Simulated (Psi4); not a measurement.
# TPSSh/def2-TZVPP run of H3NO (hydroxylamine)

What is the vertical ionisation energy of H3NO (hydroxylamine) at TPSSh/def2-TZVPP? 

The results are computed with Psi4 1.11.

## (1) The system as given

The species is H3NO (5 atoms), meant as a singlet with charge 0. As SMILES, `NO`. The coordinates come from a PBE0-D4/def2-TZVP relaxation. This is one conformer, not always the lowest.

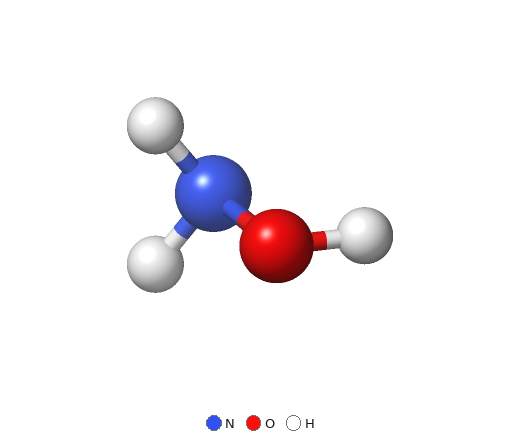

The structure, seen from a chosen angle (nitrogen blue, oxygen red, hydrogen white).

## (2) Energy and forces at TPSSh/def2-TZVPP

run.py

```python
import psi4

psi4.set_memory('2200 MB')
psi4.set_num_threads(1)
psi4.set_output_file('output.dat', False)

geom = psi4.geometry("""
0 1
N     -0.165120    -0.361290    -0.321170
O      0.364460     0.666040     0.508060
H     -0.162690    -1.190020     0.266770
H     -1.141650    -0.109840    -0.446210
H      1.105010     0.995100    -0.007440
symmetry c1
""")

psi4.set_options({
    'basis': 'def2-TZVPP',
    'reference': 'rks',
    'puream': True,
    'e_convergence': 1e-09,
    'd_convergence': 1e-08,
    'scf_type': 'pk',
    'dft_radial_points': 99,
    'dft_spherical_points': 590,
})

E, wfn = psi4.gradient("tpssh", return_wfn=True)
psi4.oeprop(wfn, "LOWDIN_CHARGES", "MULLIKEN_CHARGES", "MAYER_INDICES", title="TPSSH")
print('gradient / Eh bohr^-1')
print(E.np.round(6))
print(f'energy = {wfn.energy():.10f} Eh')
for k, v in sorted(psi4.core.scalar_variables().items()):
    print(f'{k:45s} {v:18.10f}')
```

Launch:

```bash
python run.py
```

output.dat:

```text
[...]
  Running in c1 symmetry.
[...]
  Nuclear repulsion =   39.593666393662183
[...]
  Multiplicity = 1
[...]
  Nalpha       = 9
  Nbeta        = 9
[...]
    Number of basis functions: 104
[...]
   @RKS iter   1:  -131.58707624962653   -2.46490e-01   6.66591e-03 DIIS/ADIIS
[...]
   @RKS iter  10:  -131.77578856131549   -1.33582e-12   3.17026e-09 DIIS
[...]
    Orbital Energies [Eh]
    ---------------------
    Doubly Occupied:
       1A    -19.073001     2A    -14.282408     3A     -1.035650
       4A     -0.783426     5A     -0.484160     6A     -0.480834
       7A     -0.418920     8A     -0.272799     9A     -0.242025
[...]
  @RKS Final Energy:  -131.77578856131549
   => Energetics <=
    Nuclear Repulsion Energy =             39.5936663936621827
    One-Electron Energy =                -258.3038179512992656
    Two-Electron Energy =                 101.9598264176214713
    DFT Exchange-Correlation Energy =     -15.0254634212998610
    Empirical Dispersion Energy =           0.0000000000000000
    VV10 Nonlocal Energy =                  0.0000000000000000
    Total Energy =                       -131.7757885613154940
[...]
 Multipole Moments:
 ------------------------------------------------------------------------------------
     Multipole            Electronic (a.u.)      Nuclear  (a.u.)        Total (a.u.)
 ------------------------------------------------------------------------------------
 L = 1.  Multiply by 2.5417464519 to convert [e a0] to [Debye]
 Dipole X            :          0.3622367           -0.4672831           -0.1050465
 Dipole Y            :          0.5704376           -0.7320415           -0.1616039
 Dipole Z            :          0.3661833           -0.4650567           -0.0988734
 Magnitude           :                                                    0.2166253
[...]
  -Total Gradient:
     Atom            X                  Y                   Z
    ------   -----------------  -----------------  -----------------
       1        0.002252817910     0.008336433832     0.009525090314
       2       -0.002267671404    -0.008290271389    -0.009449476107
       3        0.000378586407     0.001445607519    -0.001469871314
       4        0.002028973402    -0.000402173443    -0.000256127341
       5       -0.002393389626    -0.001090294478     0.001650471876
[...]
  Mulliken Charges: (a.u.)
   Center  Symbol    Alpha    Beta     Spin     Total
       1     N     3.61572  3.61572  0.00000 -0.23144
       2     O     4.16208  4.16208  0.00000 -0.32416
       3     H     0.41923  0.41923  0.00000  0.16153
       4     H     0.41922  0.41922  0.00000  0.16156
       5     H     0.38375  0.38375  0.00000  0.23250
   Total alpha =  9.00000, Total beta =  9.00000, Total charge =  0.00000
  Lowdin Charges: (a.u.)
   Center  Symbol    Alpha    Beta     Spin     Total
       1     N     3.43207  3.43207  0.00000  0.13587
[...]
```

Standard output:

```text
gradient / Eh bohr^-1
[[ 0.002253  0.008336  0.009525]
 [-0.002268 -0.00829  -0.009449]
 [ 0.000379  0.001446 -0.00147 ]
 [ 0.002029 -0.000402 -0.000256]
 [-0.002393 -0.00109   0.00165 ]]
energy = -131.7757885613 Eh
CURRENT ENERGY                                   -131.7757885613
CURRENT REFERENCE ENERGY                         -131.7757885613
DD SOLVATION ENERGY                                 0.0000000000
DFT FUNCTIONAL TOTAL ENERGY                      -131.7757885613
DFT TOTAL ENERGY                                 -131.7757885613
DFT VV10 ENERGY                                     0.0000000000
DFT XC ENERGY                                     -15.0254634213
GRID ELECTRONS ALPHA                                9.0000000143
GRID ELECTRONS BETA                                 9.0000000143
GRID ELECTRONS TOTAL                               18.0000000287
NUCLEAR REPULSION ENERGY                           39.5936663937
ONE-ELECTRON ENERGY                              -258.3038179513
PCM POLARIZATION ENERGY                             0.0000000000
PE ENERGY                                           0.0000000000
SCF ITERATION ENERGY                             -131.7757885613
SCF ITERATIONS                                     10.0000000000
SCF TOTAL ENERGY                                 -131.7757885613
TWO-ELECTRON ENERGY                               101.9598264176
XC GRID RADIAL POINTS                              99.0000000000
XC GRID SPHERICAL POINTS                          590.0000000000
XC GRID TOTAL POINTS                           281112.0000000000
```

It took 62 s on 1 thread of Intel Xeon Platinum 8259CL at 2.50GHz (Skylake/Cascade Lake), shared host; peak memory 1.1 GiB.

## (3) The doublet cation: the energy at UTPSSh/def2-TZVPP

h3no.in

```
memory 2200 mb

molecule {
  1 2
  N     -0.165120    -0.361290    -0.321170
  O      0.364460     0.666040     0.508060
  H     -0.162690    -1.190020     0.266770
  H     -1.141650    -0.109840    -0.446210
  H      1.105010     0.995100    -0.007440
  symmetry c1
}

set basis def2-TZVPP
set reference uks
set puream true
set e_convergence 1e-09
set d_convergence 1e-08
set scf_type pk
set dft_radial_points 99
set dft_spherical_points 590
set maxiter 100

energy_value, wavefunction = energy("tpssh", return_wfn=True)
oeprop(wavefunction, "QUADRUPOLE", "LOWDIN_CHARGES", "DIPOLE", title="TPSSH")
print_variables()
```

Launch:

```bash
psi4 -n 1 h3no.in h3no.out
```

h3no.out:

```text
[...]
  Running in c1 symmetry.
[...]
  Nuclear repulsion =   39.593666393662183
[...]
  Multiplicity = 2
[...]
  Nalpha       = 9
  Nbeta        = 8
[...]
    Number of basis functions: 104
[...]
   @UKS iter   1:  -131.34844106342678   -7.85437e-03   3.62339e-03 DIIS/ADIIS
[...]
   @UKS iter  13:  -131.39599877526467   -6.94627e-11   8.85434e-09 DIIS
[...]
   @S^2 Observed:                7.541610653E-01
[...]
    Orbital Energies [Eh]
    ---------------------
    Alpha Occupied:
       1A    -19.431402     2A    -14.717930     3A     -1.394141
       4A     -1.158978     5A     -0.848935     6A     -0.834486
       7A     -0.797119     8A     -0.661384     9A     -0.604248
    Alpha Virtual:
      10A     -0.264197    11A     -0.214862    12A     -0.161709
      13A     -0.155632    14A      0.028255    15A      0.040119
      16A      0.055407    17A      0.113626    18A      0.132758
      19A      0.182703    20A      0.183462    21A      0.206423
      22A      0.231298    23A      0.307611    24A      0.339308
      25A      0.365272    26A      0.414773    27A      0.507361
[...]
  @UKS Final Energy:  -131.39599877526467
   => Energetics <=
    Nuclear Repulsion Energy =             39.5936663936621827
    One-Electron Energy =                -251.8399665055431740
    Two-Electron Energy =                  95.5541398000789428
    DFT Exchange-Correlation Energy =     -14.7038384634626151
    Empirical Dispersion Energy =           0.0000000000000000
    VV10 Nonlocal Energy =                  0.0000000000000000
    Total Energy =                       -131.3959987752646725
  UHF NO Occupations:
  HONO-2 :    7  A 1.9995597
  HONO-1 :    8  A 1.9987225
[...]
 Multipole Moments:
 ------------------------------------------------------------------------------------
     Multipole            Electronic (a.u.)      Nuclear  (a.u.)        Total (a.u.)
 ------------------------------------------------------------------------------------
 L = 1.  Multiply by 2.5417464519 to convert [e a0] to [Debye]
 Dipole X            :          0.1881552           -0.4672831           -0.2791279
 Dipole Y            :          0.1124355           -0.7320415           -0.6196060
 Dipole Z            :         -0.0877230           -0.4650567           -0.5527797
 Magnitude           :                                                    0.8760077
 L = 2.  Multiply by 1.3450342976 to convert [e a0^2] to [Debye ang]
 Quadrupole XX       :        -17.5173261           13.1146979           -4.4026282
 Quadrupole XY       :        -10.4356983           12.7387380            2.3030397
[...]
```

Wall time 1.7 min (1 thread of Intel Xeon Platinum 8259CL at 2.50GHz (Skylake/Cascade Lake), shared host); peak memory 1.1 GiB.

## (4) What came out

At TPSSh/def2-TZVPP:

| quantity | value |
| --- | --- |
| singlet H3NO: total energy | -131.77579 Eh |
| singlet H3NO: dipole moment | 0.55 D |
| singlet H3NO: HOMO energy | -6.59 eV |
| singlet H3NO: LUMO energy | 0.89 eV |
| singlet H3NO: HOMO–LUMO gap | 7.48 eV |
| singlet H3NO: largest force on an atom | 0.661 eV/Å |
| doublet cation: total energy | -131.39600 Eh |
| doublet cation: HOMO energy (highest over α and β) | -16.30 eV |
| doublet cation: LUMO energy (lowest over α and β) | -13.99 eV |
| doublet cation: ⟨S²⟩ | 0.754 |
| vertical ionisation energy (to the doublet cation) | 10.335 eV |

**Reading.** The vertical ionisation energy comes to 10.33 eV (238 kcal/mol). The largest force (singlet H3NO) is 0.66 eV/Å: the shape isn't a stationary point for this species at this level. The negative HOMO energy of the first species, 6.59 eV, lies 3.75 eV below that difference.
